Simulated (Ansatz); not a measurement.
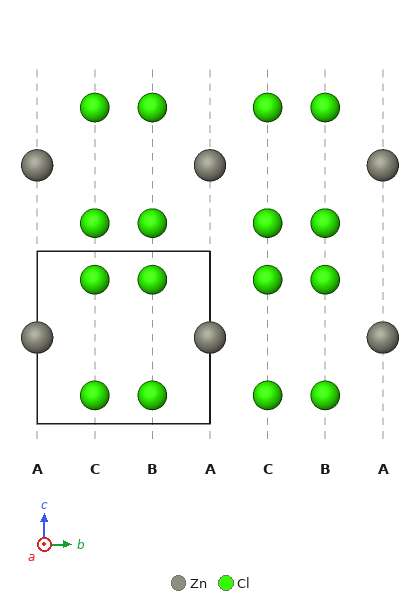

The picture looks along a close-packed row of the hexagonal mesh; c points upwards. The dashed lines mark the three columns A (0, 0), B (1/3, 2/3) and C (2/3, 1/3). The sequence starts with the first layer at or above the cell's origin.

The compound is ZnCl₄ (space group P6/mmm, No. 191), taken as coordinates from a relaxation with DFT PBE, scalar-relativistic, plane waves, PAW in Ansatz 0.2.0; the starting structure was generated, so it need not be a known form of this composition.

### Give the sequence of layers in one repeat, with element and column.

Cl(B)+Cl(C) – Zn(A) – Cl(B)+Cl(C) (three layers in 6.11 Å).

Heights of the layers:

| layer | atoms (column) | height (Å) | to next (Å) |
| --- | --- | --- | --- |
| 1 | Cl(B)+Cl(C) | 1.00 | 2.05 |
| 2 | Zn(A) | 3.05 | 2.05 |
| 3 | Cl(B)+Cl(C) | 5.10 | 2.01 |
